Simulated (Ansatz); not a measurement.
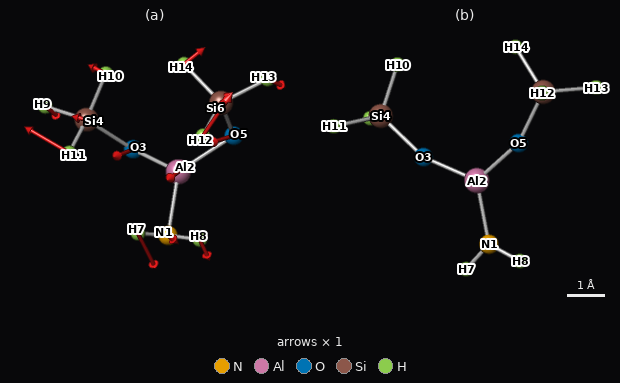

The structure of AlSi₂NH₈O₂ (coarse preliminary run) before (left) and after (right) a relaxation, at one scale. The red arrows give the displacements, at their true length.

The picture is a ball-and-stick view, seen at a tilt.

The start comes from a force field.

Level of theory: RKS PBE-D4/def2-SVP in Ansatz. (force threshold 0.03 eV/Å; at most 200 steps)

Question: What changed between the two?

Answer: The largest move after the best rigid fit is that of H7, 1.66 Å. Largest moves by element: H 1.66 Å, O 1.40 Å, Al 0.81 Å, Si 0.52 Å, N 0.44 Å. Some distances before and after: N1–Al2 1.934 → 1.766 Å, O3–Si4 1.818 → 1.659 Å, Al2–O3 1.831 → 1.709 Å, Si4–H11 1.409 → 1.506 Å. Bond angles that change, for instance: Al2–O3–Si4 103.8° → 159.0°, Al2–O5–Si6 106.9° → 158.9°, Al2–N1–H8 103.7° → 124.5°. Groups turn about Al2–O5 by about 95°, Al2–O3 by about 95°, O3–Si4 by about 60°. After 16 accepted moves (18 points after the start) the energy has fallen by 39.6 kcal/mol. Largest force component: 4.3 eV/Å at the start, 0.0014 eV/Å at the end. The line search rejected the trial steps at points 11, 14 of the run. The forces were under the threshold at step 13, but the run went on from there. The run took 37 s on 4 threads of Arm Neoverse V1, with other jobs on the host.
